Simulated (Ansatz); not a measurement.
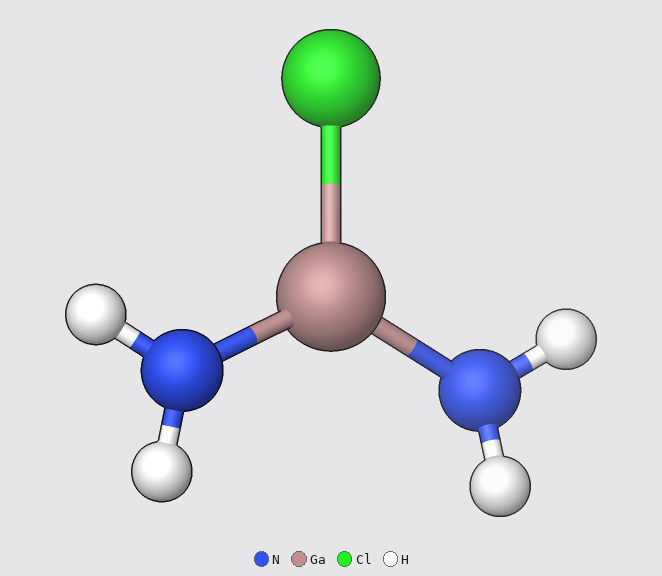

The computed structure is the end point of a PBE0-D4/def2-TZVP optimisation. Program: Ansatz 0.2.0.

At this fixed geometry, give HOMO energy (eV), HOMO–LUMO gap (eV), dipole (D) at these levels: B3LYP-D4/def2-TZVPP; PBE-D4/def2-TZVPP; r2SCAN-D4/def2-TZVPP; ωB97M-V/def2-TZVPP.

```tsv
level	HOMO energy (eV)	HOMO–LUMO gap (eV)	dipole (D)
B3LYP-D4/def2-TZVPP	−7.10	6.47	2.65
PBE-D4/def2-TZVPP	−5.91	4.73	2.66
r2SCAN-D4/def2-TZVPP	−6.23	5.46	2.71
ωB97M-V/def2-TZVPP	−9.73	11.11	2.63
```
